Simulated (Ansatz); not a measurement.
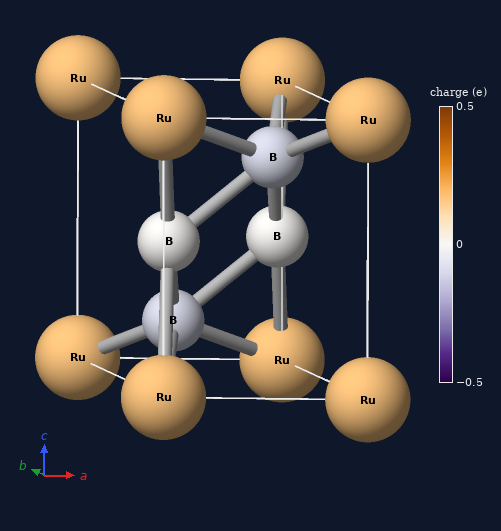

This ball-and-stick model is shown slightly off an axis. The box is the cell (the run's own, in a reduced setting); atoms on or close to its faces, edges and corners are drawn wherever they repeat. The atoms of this B4Ru cell are coloured by their Bader charge.

Run with Ansatz, DFT PBE, scalar-relativistic, plane waves, PAW and these settings: a kinetic-energy cutoff of 420 eV, k-points about 0.17 Å⁻¹ apart, Gaussian smearing of 0.1 eV, no spin polarisation.

### What charges do the elements carry?

Most positive: Ru; most negative: B. Charges: about B -0.1 to 0.0 e; Ru +0.2 e. Little charge moves, as in a metallic or covalent solid.

The structure was taken from a structure type filled with these elements by a generator (whether the compound takes this form wasn't checked). Earlier steps of the study, as a rule a relaxation of our own, may have changed the cell and positions, so they can lie some per cent off the listed ones. It was run through Ansatz as a DFT input.
